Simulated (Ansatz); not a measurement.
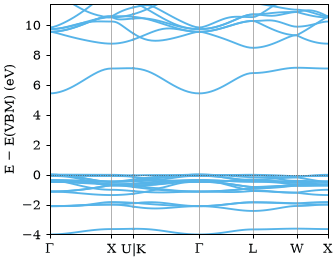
Band structure from PBEsol (plane waves, PAW; program Ansatz)

**Question.** Read off the gap and where the band edges lie.

**Answer.** About 5.4 eV (5.43 eV by a search for the band edges); maximum at Γ, minimum at Γ.

**Question.** Which of these materials gives this?
A. K2NaInF6, Fm-3m (K on 8c, Na on 4b, In on 4a, F on 24e)
B. KI, rock salt
C. KBr, rock salt
D. KY3F10, Fm-3m (K on 8c, Y on 24e, F on 32f, F on 48i)

**Answer.** A, K2NaInF6, Fm-3m (K on 8c, Na on 4b, In on 4a, F on 24e)

The first step of the workflow began from a Materials Project structure, measured or hypothetical; the Crystallography Open Database copy checked does not list it. Its standing as an ambient phase is unchecked. Symmetry was held in the PBEsol relaxation; its stability against distortions is not shown here. Spin–orbit coupling is left out wherever it is not named.

Potentials: the later of the program's two PAW sets.
